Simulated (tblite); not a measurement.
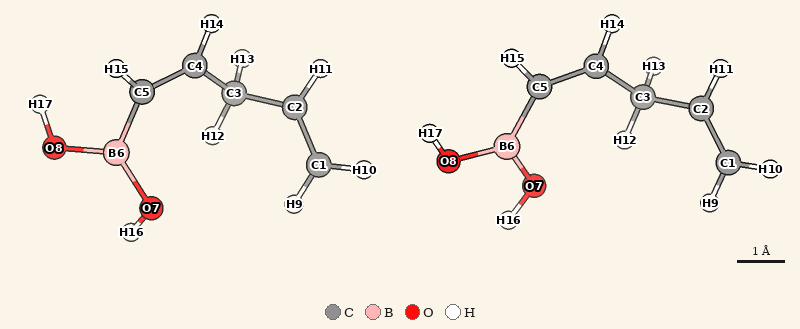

Two geometries of C₅H₉BO₂, drawn at one scale. One is the start of a relaxation, the other its converged end. Style: ball-and-stick. Shown at a tilt.

Level of theory: tblite, GFN2-xTB geometry optimisation, gas phase. 

> Which one is relaxed?

The right one is the relaxed one. The largest move after the best rigid fit is that of H17, 1.52 Å. By element the largest moves are H 1.52 Å, O 1.13 Å, C 0.40 Å, B 0.36 Å. Among the contacts that change: B6–O7 1.441 → 1.353 Å, B6–O8 1.450 → 1.368 Å, O7–H16 0.998 → 0.958 Å, C3–H12 1.124 → 1.087 Å. Bond angles that change, for instance: C4–C5–B6 122.8° → 129.0°, C5–B6–O8 114.7° → 120.8°, C2–C1–H10 116.9° → 122.1°. Groups turn about C5–B6 by about 55°. The energy falls by 0.675 eV in 99 geometry steps.
